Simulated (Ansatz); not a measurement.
SiNH6F: nudged elastic band (part 2 of 2)

SiNH6F; RKS PBE0-D4/def2-SVP (Ansatz 0.2.0). It belongs to a series of runs on one base structure; here: band between the two ends.

Geometry of the input (Å):
```
Si -0.1124  0.2214  0.0998
N  0.0780  -0.0989  1.8294
H  -0.7830  -0.2529  2.3510
H  0.6482  0.5727  2.3402
H  1.2546  0.3441  -0.4723
H  -0.8680  1.4834  -0.1815
H  -0.8625  -0.9240  -0.4802
F  1.3759  -2.3088  1.2684
H  0.9301  -1.5572  1.6446
```

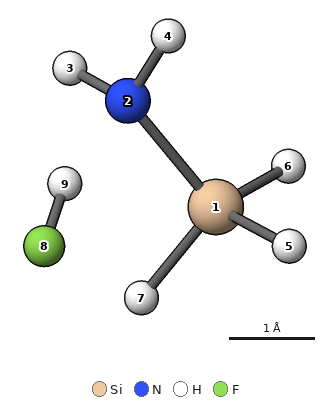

Figure 1. The input geometry (ball-and-stick view, seen at a tilt; atoms are numbered from 1 in the order of the input).

### The program's output, continued
```
NEB iter  46: max|band force component| = 8.396e-2 eV/Å  barrier→ = 0.5790 eV  barrier← = 1.1178 eV  CI = image 3  Δτ_max = 0.0001 Å  (133 SCF iters)
NEB iter  47: max|band force component| = 7.817e-2 eV/Å  barrier→ = 0.5790 eV  barrier← = 1.1178 eV  CI = image 3  Δτ_max = 0.0001 Å  (107 SCF iters)
NEB iter  48: max|band force component| = 6.941e-2 eV/Å  barrier→ = 0.5790 eV  barrier← = 1.1178 eV  CI = image 3  Δτ_max = 0.0001 Å  (109 SCF iters)
NEB iter  49: max|band force component| = 6.022e-2 eV/Å  barrier→ = 0.5790 eV  barrier← = 1.1178 eV  CI = image 3  Δτ_max = 0.0002 Å  (112 SCF iters)
the calculation of the forces begins
reference -12169.82897023 eV, -447.2329656496 hartree; 18, 18 occupied and 58, 58 virtual orbitals, 800 factors
799 factors; integrals over basis functions are off by at most 8.8e-4 eV
mean field evaluation 2272: about -12168.7170 eV, gradient 1.5e0 eV
mean field -12168.73254984 eV, -447.1926729436 hartree, gradient 1.6e-5 eV, S^2 0.000000; 1 other end points of the search recorded, 0 dependent functions left out
the calculation of the forces begins
reference -12168.73257291 eV, -447.1926737913 hartree; 18, 18 occupied and 58, 58 virtual orbitals, 799 factors
NEB iter  50: max|band force component| = 4.897e-2 eV/Å  barrier→ = 0.5790 eV  barrier← = 1.1178 eV  CI = image 3  Δτ_max = 0.0000 Å  (282 SCF iters)
```

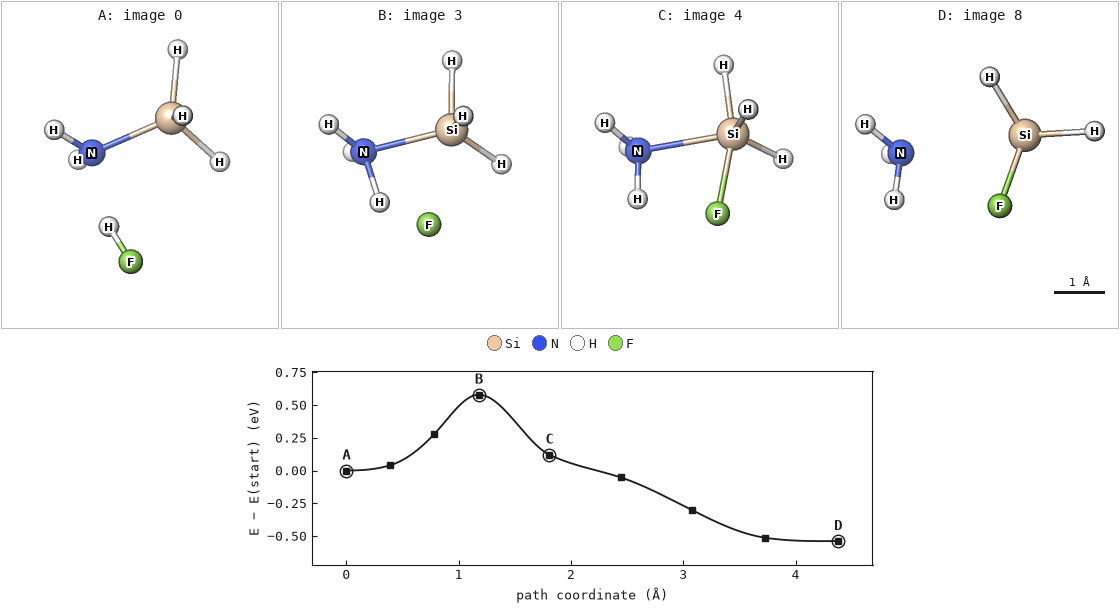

Figure 2. Images of the last band (counted from 0; ball-and-stick, seen at a tilt) above the energy along the path; the line is a cubic interpolation that uses the forces. The highest image is number 3, 0.579 eV above the start and 1.118 eV above the end (the climbing image); the end lies 0.539 eV below the start. The path is 4.38 Å long. The band converged in 50 iterations.

```
Total energy: -12168.83618995 eV, -447.1964816473 hartree
Atom 0 at     0.077566    -0.090444     0.108408 Å, force     0.000183    -0.003909    -0.001376 eV/Å
Atom 1 at     0.116259    -0.182447     1.986746 Å, force     0.009137     0.004071     0.000244 eV/Å
Atom 2 at    -0.798201    -0.231957     2.434109 Å, force     0.004608    -0.017326     0.002607 eV/Å
Atom 3 at     0.660715     0.551635     2.438194 Å, force    -0.007433     0.007061    -0.006716 eV/Å
Atom 4 at     1.376432     0.269698    -0.517697 Å, force     0.005042     0.002643     0.012833 eV/Å
Atom 5 at    -0.698711     1.210300    -0.015855 Å, force     0.003977    -0.000831    -0.007138 eV/Å
Atom 6 at    -0.856178    -1.062518    -0.517497 Å, force    -0.006717     0.001840     0.002562 eV/Å
Atom 7 at     1.087653    -1.788197     0.740533 Å, force    -0.011735    -0.004763    -0.008332 eV/Å
Atom 8 at     0.695467    -1.196270     1.742360 Å, force     0.002937     0.011215     0.005316 eV/Å
Dipole moment:    -0.237370     0.400912     0.635731 e Å
this run last wrote the band of iteration 50 to [file]
```

### The last band as extended XYZ (Å, eV, eV/Å)
```
9
Properties=species:S:1:pos:R:3:forces:R:3 image=0 energy=-12169.41516
Si   -0.1124    0.2214    0.0998   -0.0063   0.0059  -0.0046
N     0.0780   -0.0989    1.8294    0.0069  -0.0038   0.0182
H    -0.7830   -0.2529    2.3510    0.0074   0.0019  -0.0111
H     0.6482    0.5727    2.3402   -0.0079  -0.0034  -0.0005
H     1.2546    0.3441   -0.4723   -0.0017  -0.0030   0.0004
H    -0.8680    1.4834   -0.1815    0.0008   0.0009  -0.0040
H    -0.8625   -0.9240   -0.4802    0.0007   0.0003   0.0023
F     1.3759   -2.3088    1.2684   -0.0018   0.0023   0.0008
H     0.9301   -1.5572    1.6446    0.0019  -0.0012  -0.0015
9
Properties=species:S:1:pos:R:3:forces:R:3 image=1 energy=-12169.37524
Si   -0.0696    0.1471    0.1333   -0.0527   0.0856  -0.0015
N     0.0669   -0.0979    1.8915   -0.0075   0.0277  -0.0398
H    -0.8174   -0.1891    2.3885    0.0079  -0.0198  -0.0100
H     0.6399    0.5841    2.3853   -0.0050   0.0091  -0.0237
H     1.3032    0.2696   -0.4241   -0.0299   0.0199   0.0362
H    -0.8223    1.4015   -0.1669   -0.0446   0.0801  -0.0651
H    -0.8226   -1.0041   -0.4317   -0.0041   0.0385   0.0267
F     1.3028   -2.1393    1.0271    0.0780  -0.1537   0.1020
H     0.8801   -1.4921    1.5963    0.0578  -0.0876  -0.0247
9
Properties=species:S:1:pos:R:3:forces:R:3 image=2 energy=-12169.13722
Si   -0.0007    0.0366    0.1368   -0.1886   0.3099   0.0708
N     0.0878   -0.1336    1.9439   -0.0563   0.1126  -0.1036
H    -0.8121   -0.2023    2.4158   -0.0237   0.0457  -0.0358
H     0.6435    0.5758    2.4190   -0.0384   0.0543  -0.0467
H     1.3447    0.2500   -0.4647   -0.0754  -0.0384   0.1292
H    -0.7575    1.3011   -0.0819   -0.1348   0.2268  -0.1484
H    -0.8235   -1.0478   -0.4676    0.0691   0.0516   0.1166
F     1.1759   -1.9346    0.8773    0.1906  -0.3576   0.3183
H     0.8027   -1.3655    1.6207    0.2576  -0.4048  -0.3005
9
Properties=species:S:1:pos:R:3:forces:R:3 image=3 energy=-12168.83617
Si    0.0776   -0.0904    0.1084    0.0002  -0.0039  -0.0014
N     0.1163   -0.1824    1.9867    0.0091   0.0041   0.0002
H    -0.7982   -0.2320    2.4341    0.0046  -0.0173   0.0026
H     0.6607    0.5516    2.4382   -0.0074   0.0071  -0.0067
H     1.3764    0.2697   -0.5177    0.0050   0.0026   0.0128
H    -0.6987    1.2103   -0.0159    0.0040  -0.0008  -0.0071
H    -0.8562   -1.0625   -0.5175   -0.0067   0.0018   0.0026
F     1.0877   -1.7882    0.7405   -0.0117  -0.0048  -0.0083
H     0.6955   -1.1963    1.7424    0.0029   0.0112   0.0053
9
Properties=species:S:1:pos:R:3:forces:R:3 image=4 energy=-12169.29461
Si    0.1794   -0.2357    0.0295    0.0790  -0.1266  -0.0645
N     0.1188   -0.2143    2.0402    0.0080  -0.0223   0.0418
H    -0.8184   -0.1999    2.4408   -0.0123   0.0092   0.0051
H     0.6657    0.5366    2.4609   -0.0091   0.0148   0.0033
H     1.3717    0.3275   -0.6803   -0.0085   0.0446  -0.1260
H    -0.6110    1.0928    0.0993    0.0700  -0.1034   0.1064
H    -0.9013   -1.0401   -0.6229   -0.0320   0.0278  -0.1178
F     1.0722   -1.6659    0.4764   -0.0298   0.0816  -0.2138
H     0.5838   -1.1212    2.1553   -0.0655   0.0743   0.3655
9
Properties=species:S:1:pos:R:3:forces:R:3 image=5 energy=-12169.46800
Si    0.2440   -0.2391   -0.0351    0.0333  -0.0022  -0.0404
N     0.0649   -0.2821    2.0919   -0.0139  -0.0164   0.0284
H    -0.8884   -0.1883    2.4392   -0.0423   0.0065   0.0041
H     0.6111    0.4868    2.4826   -0.0311  -0.0343   0.0302
H     1.2190    0.2640   -1.0645   -0.0617  -0.0265  -0.1792
H    -0.4197    1.1148    0.2224    0.0911   0.0068   0.0452
H    -0.9220   -1.0182   -0.5559   -0.0048   0.0104   0.0172
F     1.2752   -1.4944    0.4254    0.0878   0.0779  -0.0285
H     0.4768   -1.1638    2.3933   -0.0584  -0.0221   0.1230
9
Properties=species:S:1:pos:R:3:forces:R:3 image=6 energy=-12169.71961
Si    0.2842   -0.2147   -0.1373    0.0378   0.0179  -0.0651
N    -0.0125   -0.3366    2.1588   -0.0379  -0.0013   0.0372
H    -0.9511   -0.2605    2.5442   -0.0709  -0.0192   0.0419
H     0.5329    0.4437    2.5286   -0.0578  -0.0806   0.0258
H     1.0217    0.1320   -1.4006   -0.1320  -0.0948  -0.2285
H    -0.1572    1.1683    0.2571    0.1964   0.0407   0.0282
H    -0.9373   -1.0091   -0.4610    0.0017   0.0034   0.0832
F     1.4533   -1.2475    0.4279    0.1441   0.1890   0.0087
H     0.4270   -1.1958    2.4817   -0.0812  -0.0550   0.0686
9
Properties=species:S:1:pos:R:3:forces:R:3 image=7 energy=-12169.92789
Si    0.3266   -0.1769   -0.2530    0.0186   0.0101  -0.0285
N    -0.0892   -0.3560    2.2379   -0.0033   0.0279   0.0203
H    -1.0072   -0.4384    2.6697   -0.0405  -0.0113   0.0122
H     0.3827    0.4346    2.6776   -0.0366  -0.0504   0.0013
H     0.8440   -0.0338   -1.6567   -0.0697  -0.0473  -0.0757
H     0.1497    1.2312    0.1997    0.0875   0.0131  -0.0036
H    -0.9503   -0.9391   -0.3444    0.0128   0.0071   0.0511
F     1.5527   -1.0558    0.3973    0.0626   0.0889  -0.0151
H     0.4521   -1.1860    2.4712   -0.0314  -0.0382   0.0380
9
Properties=species:S:1:pos:R:3:forces:R:3 image=8 energy=-12169.95396
Si    0.3654   -0.1557   -0.3181   -0.0013   0.0011  -0.0014
N    -0.1100   -0.3436    2.2964    0.0090   0.0021   0.0032
H    -1.0069   -0.7083    2.6134   -0.0039   0.0011  -0.0014
H     0.0943    0.4779    2.8636   -0.0018  -0.0004  -0.0048
H     0.7361   -0.1305   -1.7742    0.0013  -0.0003  -0.0026
H     0.4427    1.2560    0.1441   -0.0012  -0.0017   0.0027
H    -0.9925   -0.7599   -0.2564    0.0012  -0.0005   0.0035
F     1.5347   -1.1139    0.3107   -0.0020   0.0024   0.0028
H     0.5972   -1.0422    2.5197   -0.0013  -0.0037  -0.0020
```

### Results in brief

```csv
quantity,value
outcome,converged
"barrier, forward",0.579 eV
"barrier, backward",1.118 eV
wall time,11 min
peak memory,0.13 GiB
```

### Notes

The order of the saddle point was not checked.
